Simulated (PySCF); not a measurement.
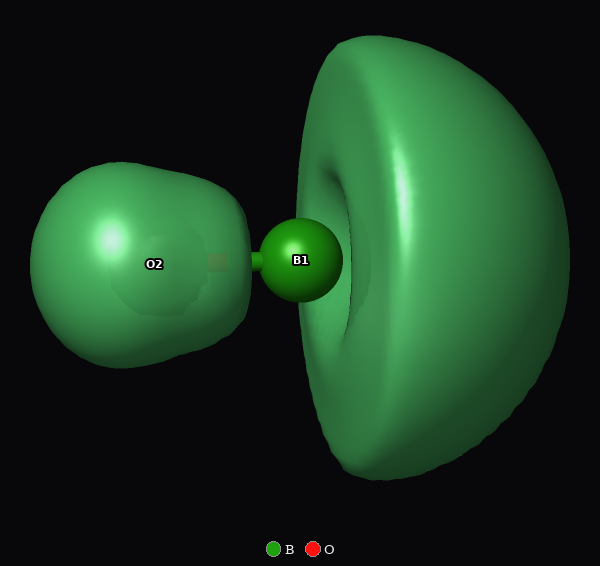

The picture shows: BO (charge −1). Isosurface of the electron localisation function at 0.75 (green), seen from one side. Only the valence region is drawn (cores and ρ < 0.01 e/Å³ removed).

The calculation used PBE0/aug-cc-pVDZ(-PP), non-relativistic Hamiltonian with scalar-relativistic core potentials where named, at a bond length of 1.241 Å (PySCF).

**Identify the bonds, lone pairs and shells in this picture.**

The surface consists of one region on O in which the atom's valence shell and bonds are merged and one lobe on B, pointing away from the bonds (lone pairs). Profiles from the grid: B–O (1.24 Å): the ELF peaks at about 0.90 between the atoms; a polar covalent bond.
